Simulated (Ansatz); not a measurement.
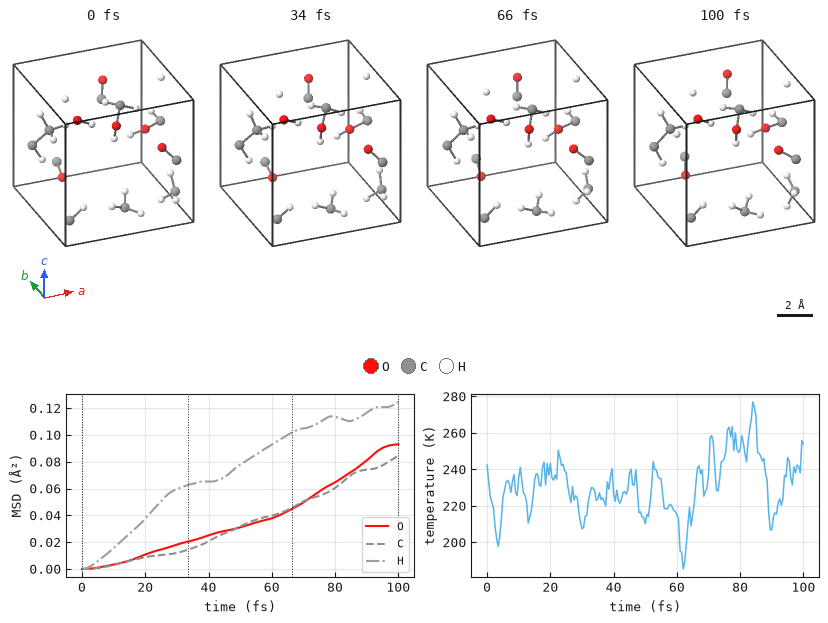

Molecular dynamics of a periodic cell with 3 CO + 3 CH3CH2OH at 0.721 g/cm³, 100 fs long. It starts from the last geometry of an earlier run, with fresh velocities. Frames and the history of the run. Style: ball-and-stick. Shown: the simulation cell, from a free direction.

All numbers below come from DFT PBE-D3(BJ), scalar-relativistic, plane waves, PAW in Ansatz 0.2.0. Run with plane-wave cutoff 420 eV; k-point mesh 1 × 1 × 1; Fermi-Dirac smearing 0.02 eV; low-accuracy preset; Langevin thermostat (NVT); set temperature 250 K; time step 0.5 fs; H given the mass 2.014 u; friction 0.02 per fs.

> What happens in this trajectory?

Root-mean-square distances from the starting positions over the second half, with the common drift of all atoms taken out: H 0.32 Å, O 0.24 Å, C 0.24 Å. The heavy atoms stay within a fraction of a molecule's size of their starting places; so short a run doesn't tell a liquid from a solid. The mean temperature in the second half is 235 K (standard deviation 19 K). The potential energy in the second half lies on average 0.8 meV per atom above the first frame. The self-consistency threshold is loose, so the forces are noisy.

Limits of the set-up: the program's low-accuracy preset was used; masses were changed (H 2.014 u), which shifts the vibrations; the periodic images lie only 8.0 Å apart, so the values are limited by the cell's size.
